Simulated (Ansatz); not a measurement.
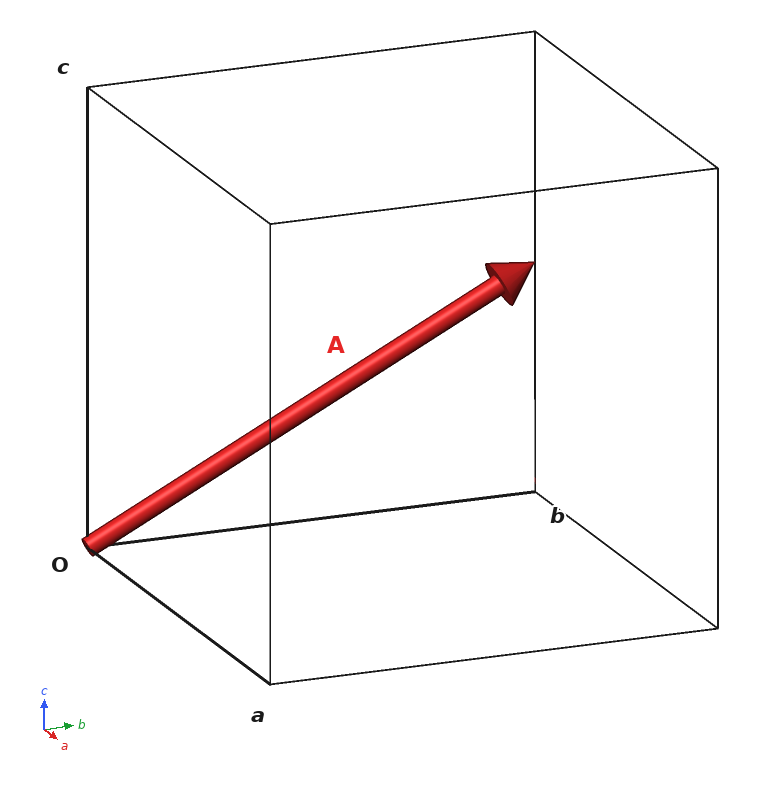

For MnBr₃, the end point of a relaxation with DFT PBE, scalar-relativistic, plane waves, PAW in Ansatz; the starting structure was generated, so it need not be a known form of this composition: the arrow starts at a corner of the unit cell and ends on its surface; where a tip isn't a corner, dashed lines run from it parallel to the axes. The drawing is computed from the coordinates (standard cell, symmetry found to 0.002 Å).

a = 4.691 Å, b = 4.691 Å, c = 4.691 Å, α = 90.00°, β = 90.00°, γ = 90.00°.

Q: Index the direction.

A: Arrow A runs from (0, 0, 0) to (0, 1, 1/2), so [0 2 1].

Q: How long is the vector ua + vb + wc?

A: 10.489 Å.

Q: In No. 221, Pm-3m, how many directions are equivalent to A (Laue class m-3m, both senses counted)?

A: 24.
